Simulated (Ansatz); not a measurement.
# BHLYP/cc-pVTZ run of C2F2 (SMILES FC#CF)

Aim: the vertical ionisation energy of C2F2 at BHLYP/cc-pVTZ, from 2 runs. 

The results are computed with Ansatz 0.2.0.

25 further runs of the same task are left out: 1 that didn't finish, 24 set aside as unsound or not needed.

## 1. The molecule

The species is C2F2 (4 atoms), meant as a singlet with charge 0. As SMILES, `FC#CF`. Geometry: relaxed at PBE0-D4/def2-TZVP.

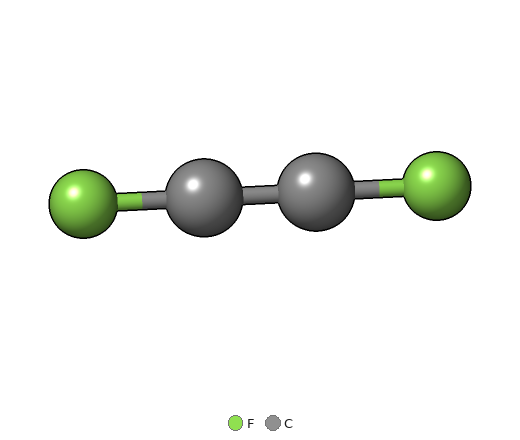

The structure, seen from a chosen angle (fluorine green, carbon grey).

## 2. The energy at BHLYP/cc-pVTZ

Input file in.yaml:

```yaml
crystal:
  periodic: [false, false, false]
  atoms:
    - symbol: F
      position_ang: [-0.136400, 0.128000, 1.852800]
    - symbol: C
      position_ang: [-0.033700, 0.030200, 0.583200]
    - symbol: C
      position_ang: [0.061400, -0.060400, -0.593400]
    - symbol: F
      position_ang: [0.164100, -0.158200, -1.863000]
basis:
  gaussian:
    orbitals: cc-pVTZ
accuracy: high
output: {orbitals: {seedname: orbitals}}
hamiltonian:
  xc: {name: BHLYP}
```

The run is started by

```bash
ansatz run in.yaml --threads 1 --pin off --max-ram 3480MiB --events-out events.jsonl --progress --plain --runs-dir runs
```

What it wrote:

```text
Warning: RAYON_NUM_THREADS=1 ignored (pool sized by the plan → 1); use --threads N
Functional definition: BHLYP
  name "BHLYP"
  parameter a = 0.5
  exchange = (1 - a)*b88_x + a*exact_x
  correlation = lyp_c
1827 factors; integrals over basis functions are off by at most 3.4e-9 eV
mean field evaluation 1: about -7501.9288 eV, gradient 2.7e1 eV
mean field evaluation 2: about -7502.8301 eV, gradient 1.1e1 eV
mean field evaluation 4: about -7503.0398 eV, gradient 8.0e-1 eV
mean field evaluation 8: about -7503.0487 eV, gradient 8.0e-3 eV
mean field evaluation 16: about -7503.0487 eV, gradient 2.2e-6 eV
mean field -7503.04866369 eV, -275.7319526415 hartree, gradient 1.9e-8 eV, S^2 0.000000; 0 other end points of the search recorded, 0 dependent functions left out
reference -7503.04868168 eV, -275.7319533026 hartree; 15, 15 occupied and 105, 105 virtual orbitals, 1827 factors
Total energy: -7503.04868168 eV, -275.7319533026 hartree
```

Run time: 4.5 s. Hardware: 1 thread of Arm Neoverse V2, shared host; peak memory 0.29 GiB.

## 3. The doublet cation at the same level

Input file molecule.yaml:

```yaml
basis:
  gaussian: {orbitals: cc-pVTZ}
crystal:
  periodic: [false, false, false]
  atoms:
    - symbol: F
      position_ang: [-0.136400, 0.128000, 1.852800]
    - symbol: C
      position_ang: [-0.033700, 0.030200, 0.583200]
    - symbol: C
      position_ang: [0.061400, -0.060400, -0.593400]
    - symbol: F
      position_ang: [0.164100, -0.158200, -1.863000]
accuracy: high
hamiltonian: {xc: {name: BHLYP}}
magnetization: {spin_polarized: true, initial_magnetization: 1}
output: {orbitals: {seedname: orbitals}}
total_charge: 1
```

The run is started by

```bash
ansatz run molecule.yaml --threads 1 --pin off --max-ram 3480MiB --events-out events.jsonl --progress --plain --runs-dir runs
```

What it wrote:

```text
Warning: RAYON_NUM_THREADS=1 ignored (pool sized by the plan → 1); use --threads N
[... 5 set-up lines as earlier in the session ...]
1827 factors; integrals over basis functions are off by at most 3.4e-9 eV
mean field evaluation 1: about -7488.9105 eV, gradient 3.5e1 eV
mean field evaluation 2: about -7487.8251 eV, gradient 3.9e1 eV
mean field evaluation 4: about -7491.7473 eV, gradient 5.2e-1 eV
mean field evaluation 8: about -7491.9142 eV, gradient 7.9e-2 eV
mean field evaluation 16: about -7491.9143 eV, gradient 1.4e-4 eV
mean field evaluation 32: about -7491.9143 eV, gradient 3.7e-5 eV
mean field evaluation 64: about -7491.8627 eV, gradient 3.2e0 eV
mean field -7491.91430527 eV, -275.3227725169 hartree, gradient 8.9e-11 eV, S^2 0.752882; 3 other end points of the search recorded, 0 dependent functions left out
reference -7491.91432294 eV, -275.3227731662 hartree; 15, 14 occupied and 105, 106 virtual orbitals, 1827 factors
Total energy: -7491.91432294 eV, -275.3227731662 hartree
```

Run time: 2.3 min. Hardware: 1 thread of Arm Neoverse V2, shared host; peak memory 0.43 GiB.

## 4. Outcome

At BHLYP/cc-pVTZ:

```
                                          quantity          value
                        singlet C2F2: total energy  -275.73195 Eh
                         singlet C2F2: HOMO energy       -9.52 eV
                         singlet C2F2: LUMO energy        2.38 eV
                       singlet C2F2: HOMO–LUMO gap       11.90 eV
                      doublet cation: total energy  -275.32277 Eh
doublet cation: HOMO energy (highest over α and β)      -18.57 eV
 doublet cation: LUMO energy (lowest over α and β)      -12.78 eV
                              doublet cation: ⟨S²⟩          0.753
vertical ionisation energy (to the doublet cation)      11.134 eV
```

**Reading.** Removing an electron at fixed nuclei costs 11.13 eV (1074 kJ/mol). The negative HOMO energy of the first species, 9.52 eV, lies 1.61 eV below that difference.
